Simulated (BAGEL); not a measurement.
# C3H5Si− (SMILES [C-]#CC[SiH3]): PBE0/6-31G(d) (density fitting with qzvpp-jkfit, spherical functions)

Aim: the energy change on altering one bond length of C3H5Si− at PBE0/6-31G* (density fitting with qzvpp-jkfit, spherical functions), from 2 runs. 

The results are computed with BAGEL 1.2.2.

3 further runs of the same task are left out: 3 set aside as unsound or not needed. Runs told in other sessions of the task aren't counted.

**1. The structure to begin with**

C3H5Si−: 9 atoms, total charge -1, spin state singlet. SMILES: `[C-]#CC[SiH3]`. Geometry: relaxed at GFN2-xTB.

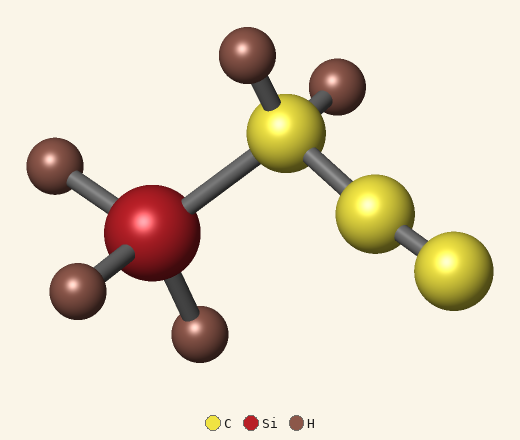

The structure, seen from a chosen angle (carbon yellow, silicon red, hydrogen brown).

**2. The energy at PBE0/6-31G(d) (density fitting with qzvpp-jkfit, spherical functions)**

Input file input.json:

```json
{ "bagel" : [

{
  "title" : "molecule",
  "basis" : "6-31gs.json",
  "df_basis" : "qzvpp-jkfit",
  "angstrom" : true,
  "geometry" : [
    { "atom" : "C", "xyz" : [       2.810670,      -0.380620,      -0.310230 ] },
    { "atom" : "C", "xyz" : [       1.661760,       0.044710,      -0.313620 ] },
    { "atom" : "C", "xyz" : [       0.304720,       0.676410,      -0.384130 ] },
    { "atom" : "Si", "xyz" : [      -0.980500,      -0.456710,       0.396080 ] },
    { "atom" : "H", "xyz" : [       0.030380,       0.887930,      -1.434660 ] },
    { "atom" : "H", "xyz" : [       0.304490,       1.654530,       0.132760 ] },
    { "atom" : "H", "xyz" : [      -2.392680,       0.031900,       0.403870 ] },
    { "atom" : "H", "xyz" : [      -1.055770,      -1.749510,      -0.307620 ] },
    { "atom" : "H", "xyz" : [      -0.683080,      -0.708630,       1.817550 ] }
  ]
},

{
  "title" : "ks",
  "xc_func" : "pbe0",
  "charge" : -1
},

{
  "title" : "print",
  "file" : "orbitals.molden",
  "orbitals" : true
}

]}
```

The basis set 6-31G* is read from a file made from the Basis Set Exchange's data (not shown).

Command:

```sh
$ BAGEL_NUM_THREADS=1 BAGEL input.json > input.out
```

What it wrote:

```text
* using 1 threads per process

  ===============================================================
  ===============================================================

  *** Geometry ***

  { "atom" : "C", "xyz" : [      5.311397,     -0.719268,     -0.586250 ] },
  { "atom" : "C", "xyz" : [      3.140271,      0.084490,     -0.592656 ] },
  { "atom" : "C", "xyz" : [      0.575837,      1.278230,     -0.725900 ] },
  { "atom" : "Si", "xyz" : [     -1.852876,     -0.863057,      0.748483 ] },
  { "atom" : "H", "xyz" : [      0.057410,      1.677945,     -2.711114 ] },
  { "atom" : "H", "xyz" : [      0.575403,      3.126609,      0.250880 ] },
  { "atom" : "H", "xyz" : [     -4.521510,      0.060282,      0.763204 ] },
  { "atom" : "H", "xyz" : [     -1.995116,     -3.306095,     -0.581318 ] },
  { "atom" : "H", "xyz" : [     -1.290834,     -1.339117,      3.434672 ] },

  Number of auxiliary basis functions:      443

  Since a DF basis is specified, we compute 2- and 3-index integrals:
    o Being stored without compression. Storage requirement is 0.017 GB

  Number of basis functions:       70
  Number of electrons      :       37

    * METHOD: MOLECULE                             0.19

  *** Kohn-Sham DFT ***

    * Removing 16155 points whose weight is below 1.00e-10
    * Grid points: 117999

  === Nuclear Repulsion ===
   128.1866195449

       - DIIS with orbital gradients will be used.

  === KS iteration (pbe0 / 6-31gs.json) ===
      0       -380.74185459          0.14888668           0.31
      1       -373.59998750          0.13819448           0.29
      2       -368.09110384          0.22550173           0.29
      3       -396.54506270          0.13059728           0.29
      4       -401.60341809          0.08742198           0.29
      5       -403.02369210          0.07688321           0.28
      6       -403.49624257          0.07355737           0.29
      7       -393.56260844          0.16259648           0.29
      8       -405.39244547          0.05141814           0.29
      9       -406.31315095          0.01499611           0.29
     10       -406.37233532          0.00987415           0.29
     11       -406.40346523          0.00268829           0.29
     12       -406.40570689          0.00063634           0.29
     13       -406.40590612          0.00016379           0.29
     14       -406.40591641          0.00002647           0.29
     15       -406.40591669          0.00000586           0.28
     16       -406.40591670          0.00000428           0.29
     17       -406.40591671          0.00000168           0.29
     18       -406.40591671          0.00000063           0.29
     19       -406.40591671          0.00000010           0.29
     20       -406.40591671          0.00000003           0.29
     21       -406.40591671          0.00000001           0.29
     22       -406.40591671          0.00000000           0.29
    * SCF iteration converged.

    * Permanent dipole moment:
           (    3.432119,    -0.712116,    -0.257383) a.u.

    * METHOD: KS                                   7.25

    * METHOD: PRINT                                0.01

  ===============================================================
```

It took 7.8 s on 1 thread of Arm Neoverse V1, shared host; peak memory 0.4 GiB.

**3. The distorted shape, same level**

Input file job.json:

```json
{ "bagel": [

{
  "title": "molecule",
  "basis": "6-31gs.json",
  "df_basis": "qzvpp-jkfit",
  "angstrom": true,
  "geometry": [
    { "atom": "C", "xyz": [       2.810704,      -0.527301,      -0.387744 ] },
    { "atom": "C", "xyz": [       1.661794,      -0.101971,      -0.391134 ] },
    { "atom": "C", "xyz": [       0.304754,       0.529729,      -0.461644 ] },
    { "atom": "Si", "xyz": [      -0.980466,      -0.603391,       0.318566 ] },
    { "atom": "H", "xyz": [       0.030414,       0.741249,      -1.512174 ] },
    { "atom": "H", "xyz": [       0.304490,       1.654530,       0.132760 ] },
    { "atom": "H", "xyz": [      -2.392646,      -0.114781,       0.326356 ] },
    { "atom": "H", "xyz": [      -1.055736,      -1.896191,      -0.385134 ] },
    { "atom": "H", "xyz": [      -0.683046,      -0.855311,       1.740036 ] }
  ]
},

{
  "title": "ks",
  "xc_func": "pbe0",
  "charge": -1
},

{
  "title": "print",
  "file": "orbitals.molden",
  "orbitals": true
}

]}
```

The basis set 6-31G* is read from a file made from the Basis Set Exchange's data (not shown).

Command:

```sh
$ BAGEL_NUM_THREADS=1 BAGEL job.json > job.out
```

What it wrote:

```text
* using 1 threads per process

  ===============================================================
  ===============================================================

  *** Geometry ***

  { "atom" : "C", "xyz" : [      5.311461,     -0.996454,     -0.732730 ] },
  { "atom" : "C", "xyz" : [      3.140336,     -0.192697,     -0.739136 ] },
  { "atom" : "C", "xyz" : [      0.575902,      1.001043,     -0.872381 ] },
  { "atom" : "Si", "xyz" : [     -1.852812,     -1.140244,      0.602002 ] },
  { "atom" : "H", "xyz" : [      0.057474,      1.400758,     -2.857595 ] },
  { "atom" : "H", "xyz" : [      0.575403,      3.126609,      0.250880 ] },
  { "atom" : "H", "xyz" : [     -4.521446,     -0.216905,      0.616723 ] },
  { "atom" : "H", "xyz" : [     -1.995052,     -3.583282,     -0.727798 ] },
  { "atom" : "H", "xyz" : [     -1.290770,     -1.616304,      3.288191 ] },

  Number of auxiliary basis functions:      443

  Since a DF basis is specified, we compute 2- and 3-index integrals:
    o Being stored without compression. Storage requirement is 0.017 GB

  Number of basis functions:       70
  Number of electrons      :       37

    * METHOD: MOLECULE                             0.19

  *** Kohn-Sham DFT ***

    * Removing 15939 points whose weight is below 1.00e-10
    * Grid points: 118215

  === Nuclear Repulsion ===
   127.5282369480

       - DIIS with orbital gradients will be used.

  === KS iteration (pbe0 / 6-31gs.json) ===
      0       -380.75345747          0.14852888           0.31
      1       -373.82868669          0.13850201           0.28
      2       -369.20861607          0.22230328           0.28
      3       -397.14941328          0.12599551           0.29
      4       -401.71337099          0.08638826           0.28
      5       -403.23633709          0.07401091           0.28
      6       -403.50999326          0.07333793           0.28
      7       -395.05348563          0.14232565           0.28
      8       -405.92144337          0.03659790           0.28
      9       -406.31081280          0.01425133           0.28
     10       -406.35826410          0.00997455           0.29
     11       -406.39325821          0.00186776           0.28
     12       -406.39419497          0.00064408           0.28
     13       -406.39439308          0.00011395           0.29
     14       -406.39439770          0.00001538           0.28
     15       -406.39439780          0.00000324           0.28
     16       -406.39439780          0.00000110           0.29
     17       -406.39439781          0.00000059           0.28
     18       -406.39439781          0.00000018           0.28
     19       -406.39439781          0.00000005           0.29
     20       -406.39439781          0.00000002           0.29
     21       -406.39439781          0.00000000           0.29
    * SCF iteration converged.

    * Permanent dipole moment:
           (    3.392894,    -0.614879,    -0.229146) a.u.

    * METHOD: KS                                   6.89

    * METHOD: PRINT                                0.01

  ===============================================================
```

It took 7.2 s on 1 thread of Arm Neoverse V1, shared host; peak memory 0.4 GiB.

**4. Summary of results**

Level: PBE0/6-31G* (density fitting with qzvpp-jkfit, spherical functions).

| quantity | value |
| --- | --- |
| first shape: total energy | -406.40592 Eh |
| first shape: HOMO energy | 0.09 eV |
| first shape: LUMO energy | 5.02 eV |
| first shape: HOMO–LUMO gap (to an unbound level, set by the basis) | 4.92 eV |
| distorted shape: total energy | -406.39440 Eh |
| distorted shape: HOMO energy | 0.01 eV |
| distorted shape: LUMO energy | 4.95 eV |
| distorted shape: HOMO–LUMO gap (to an unbound level, set by the basis) | 4.94 eV |
| energy change with the C3–H6 bond stretched from 1.106 to 1.272 Å | 0.313 eV |

With the C3–H6 bond stretched from 1.106 to 1.272 Å the energy rises by 0.31 eV (7.2 kcal/mol). The first shape isn't relaxed at this level, so the change isn't measured from a minimum. The HOMO (first shape) lies at positive energy, 0.09 eV, from the functional's self-interaction, a short basis or an electron that isn't bound; only total energies against the neutral tell. The HOMO (distorted shape) lies at positive energy, 0.01 eV, from the functional's self-interaction, a short basis or an electron that isn't bound; only total energies against the neutral tell.
